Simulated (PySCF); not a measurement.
# Run report: C6H4O, excited-state calculation

The run: excited-state calculation of C6H4O. Method and program: TDA PBE0/6-31G, vertical, gas phase, core orbitals frozen in the response (PySCF 2.14.0).

The geometry comes from this level: GFN2-xTB. It belongs to a series of runs on one base structure; here: PBE0/6-31G; 12 states, TDA.

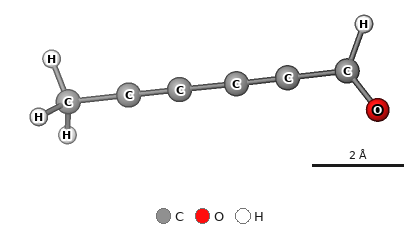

**Figure 1.** The input geometry (ball-and-stick view, seen at a tilt).

Results in brief:

| quantity | value |
| --- | --- |
| outcome | converged |
| total energy | −305.681655 hartree |
| HOMO | −7.40 eV |
| LUMO | −2.10 eV |
| dipole moment | 5.15 D |
| mean polarisability | 70.94 a.u. |
| lowest singlet excitation | 3.57 eV |
| hardware | 1 CPU thread, shared host |
| wall time | 5.1 s |
| peak memory | 0.46 GiB |

Notes:

Settings chosen away from the usual ones: PBE0/6-31G; 12 states, TDA.

Input file:
```
{"job": {"kind": "uv", "xc": "PBE0", "basis": "6-31G", "nstates": 12, "ntriplets": 5, "tda": true}, "charge": 0, "multiplicity": 1}
C     -2.989974    -0.268097     0.361301
C     -1.565740    -0.180045     0.189793
C     -0.366799    -0.109318     0.047456
C      0.973593    -0.028107    -0.103530
C      2.176612     0.043538    -0.256890
C      3.580144     0.130644    -0.433051
O      4.396015     0.281648     0.441161
H     -3.480459    -0.400709    -0.603405
H     -3.232559    -1.115173     1.003602
H     -3.363454     0.643881     0.827737
H      3.878045     0.044330    -1.500136
```

The first line tells a small driver script what to run in PySCF; the rest is the geometry in Å.

Launch command:
```bash
OMP_NUM_THREADS=1 python <driver script> task.json out
```

Output:
```
coarse grid: 10088 points
cycle   1  E = -305.6063005703  dE =  1.365e+00  |g| = 7.655e-01  |ddm| = 5.450e+00
cycle   2  E = -305.0708699847  dE =  5.354e-01  |g| = 1.752e+00  |ddm| = 1.681e+01
cycle   3  E = -305.7374623414  dE = -6.666e-01  |g| = 1.077e-01  |ddm| = 1.242e+01
cycle   4  E = -305.7395937486  dE = -2.131e-03  |g| = 8.166e-02  |ddm| = 2.918e-01
cycle   5  E = -305.7409228559  dE = -1.329e-03  |g| = 4.439e-02  |ddm| = 1.522e-01
cycle   6  E = -305.7413832636  dE = -4.604e-04  |g| = 8.084e-03  |ddm| = 6.861e-02
cycle   7  E = -305.7413982519  dE = -1.499e-05  |g| = 2.441e-03  |ddm| = 2.466e-02
cycle   8  E = -305.7413995523  dE = -1.300e-06  |g| = 6.715e-04  |ddm| = 1.129e-02
final grid: 99944 points
cycle   9  E = -305.6816339917  dE = -2.435e-06  |g| = 9.543e-03  |ddm| = 1.063e-01
cycle  10  E = -305.6815732897  dE =  6.070e-05  |g| = 1.941e-02  |ddm| = 1.122e-01
cycle  11  E = -305.6816542834  dE = -8.099e-05  |g| = 1.704e-03  |ddm| = 9.129e-02
cycle  12  E = -305.6816549698  dE = -6.864e-07  |g| = 2.954e-04  |ddm| = 7.037e-03
cycle  13  E = -305.6816549872  dE = -1.739e-08  |g| = 1.457e-04  |ddm| = 8.942e-04
cycle  14  E = -305.6816549927  dE = -5.585e-09  |g| = 3.050e-05  |ddm| = 2.272e-04
cycle  15  E = -305.6816549930  dE = -2.269e-10  |g| = 1.034e-05  |ddm| = 1.019e-04
```

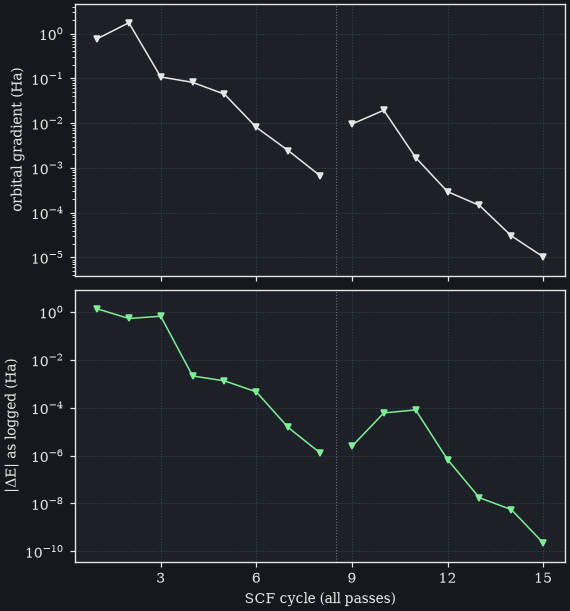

**Figure 2.** Convergence of the self-consistent field: orbital gradient and size of the energy change against the SCF cycle. The dotted line marks the change from a coarse to the final integration grid. The first 8 cycles use a coarse grid, the final grid takes over at cycle 9, and the field converges after 15 cycles in all.

```
converged SCF energy = -305.6816549930

Static polarisability (au): isotropic 70.943, principal 25.646 35.024 152.158

Singlet excitations
state   eV       nm        f      main configurations
  1   3.5740    346.9   0.00003   H-2->L 0.96
  2   3.7451    331.1   0.00005   H->L 0.98
  3   4.6079    269.1   0.12916   H-1->L 0.65, H->L+1 0.32
  4   5.1868    239.0   0.00040   H-1->L+1 0.99
  5   5.9952    206.8   0.01042   H-2->L+1 0.97
  6   6.4349    192.7   0.00027   H-4->L 0.84, H->L+2 0.13
  7   6.9722    177.8   0.57744   H-1->L+2 0.36, H-3->L 0.33, H->L+1 0.17
  8   7.0995    174.6   0.00065   H->L+2 0.85, H-4->L 0.13
  9   7.1466    173.5   0.45638   H-3->L 0.42, H-4->L+1 0.22, H-1->L+2 0.10
 10   7.4352    166.8   0.00287   H-2->L+2 0.94
 11   7.6960    161.1   0.00003   H-3->L+1 0.94
 12   8.8268    140.5   1.96202   H-4->L+1 0.27, H->L+1 0.15, H-1->L+2 0.12

Triplet excitations (Tamm-Dancoff, eV): 2.9303 3.1470 3.4568 4.1063 4.8157
```

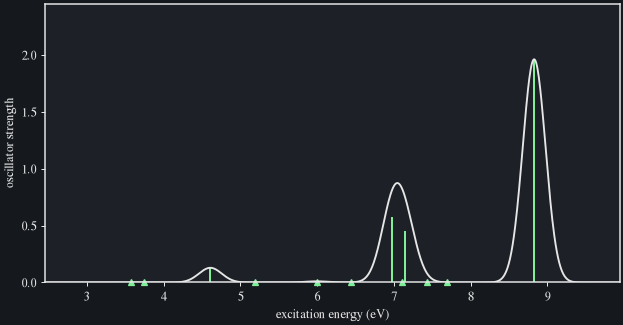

**Figure 3.** Computed excitations as sticks (degenerate states added up, dark ones marked on the axis), with a Gaussian envelope of 0.35 eV full width at half maximum, scaled to the tallest. Of the 12 states the lowest lies at 3.57 eV (f = 0.000); the strongest line is at 8.83 eV, or 140 nm (f = 1.962).

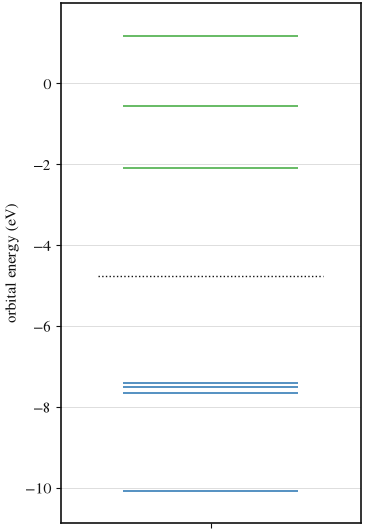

**Figure 4.** Orbital energies near the frontier; the dotted line parts filled from empty levels, and levels within 0.02 eV of each other stand side by side. Highest filled −7.40 eV, lowest empty −2.10 eV, 5.30 eV apart.
